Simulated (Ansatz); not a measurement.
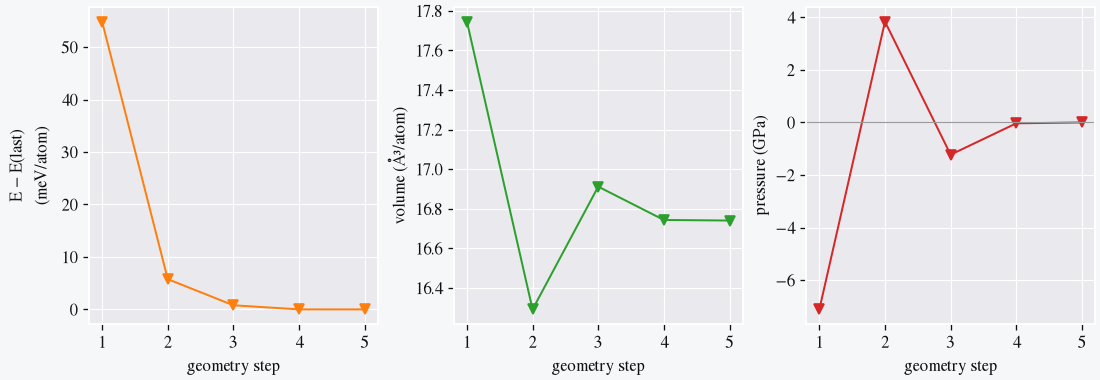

History of a geometry optimisation. Atoms and cell relax. A closing SCF on a freshly chosen basis isn't drawn.

```
crystal:
  lattice:
    - [1.4637585839, -0.8451014124, 4.7816113741]
    - [0.0, 1.6902028249, 4.7816113741]
    - [-1.4637585839, -0.8451014124, 4.7816113741]
  atoms:
    - { symbol: Mg, position: [0.0, 0.0, 0.0] }
    - { symbol: Mo, position: [0.5, 0.5, 0.5] }
kpoints:
  mp_grid: { grid: [13, 13, 13] }
scf:
  occupations: { method: fermi_dirac, width: 0.03 }
  eigensolver: { kind: davidson }
hamiltonian:
  xc: pbesol
  pseudopotentials: { kind: paw }
output:
  forces: true
  stress: true
relax:
  f_tol: 0.005
  max_steps: 80
  cell: {}
basis:
  xc_grid: 4
```

Command:
```bash
ansatz run input.yaml --threads 1 --pin off --max-ram 2048MiB --backend cpu --events-out ev --progress --plain --runs-dir out
```

How did the optimisation end?

The optimisation met its thresholds at geometry 5, counting the start as the first. The energy fell by about 55 meV/atom from the first step to the last. All forces vanish by symmetry, so only the cell moves.

What happens to the cell?

The volume shrinks from 17.7 to 16.7 Å³ per atom (−6 %), overshooting to 16.3 at step 2, as the pressure goes from −7.1 GPa to about 0 GPa. The start was expanded.
